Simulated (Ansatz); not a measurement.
```tsv
atom	x (Å)	y (Å)	z (Å)
W	-0.0106	0.5738	-0.3259
F	0.8697	-0.3670	2.6723
O	1.7556	-0.1226	0.2582
H	2.0173	-0.9802	-0.1121
O	-0.7279	2.1740	-1.0809
H	-1.6161	2.4757	-0.8357
O	-1.7164	0.6321	0.5604
H	-2.0079	-0.1630	1.0283
H	-0.4074	-1.0688	-0.0291
O	0.5545	0.0562	-2.0605
H	1.4585	0.0853	-2.4062
H	0.6014	1.5920	0.8827
H	1.4272	-0.2756	1.9124
```

Core potentials replace the inner electrons of W.

All numbers below come from RKS B3LYP-D4/def2-SVP (Ansatz).

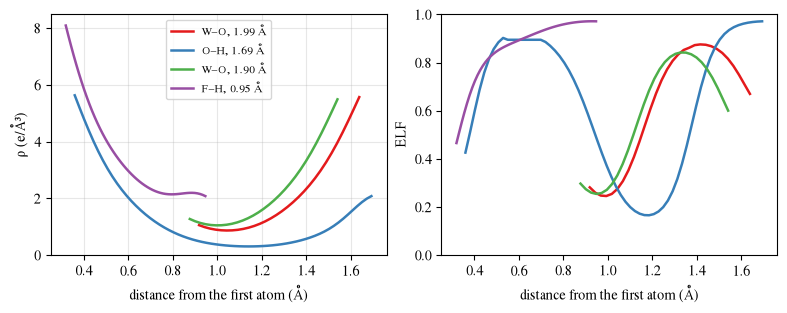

H6O4W···HF. Electron density and electron localisation function along straight lines between neighbouring atoms. The curves leave out the atomic cores.

Q: Compare the contacts.

A: W–O (1.99 Å): the density is about 0.9 e/Å³ at the midpoint; the ELF peaks at about 0.90 in the valence shell of O, 0.6 Å from its nucleus, and drops to about 0.25 between the two atoms.
O3···H13 (1.69 Å): the density falls to about 0.31 e/Å³ on the way; the ELF dips to about 0.15 between them; a closed-shell contact with the geometry of a hydrogen bond.
W–O (1.90 Å): the density is about 1.1 e/Å³ at the midpoint; the ELF peaks at about 0.85 in the valence shell of O, 0.6 Å from its nucleus, and drops to about 0.25 between the two atoms.
F–H (0.95 Å): ρ at the midpoint is about 4.5 e/Å³; the ELF climbs to about 0.95 towards the hydrogen, as it does in any bond to H (a covalent bond by its length).
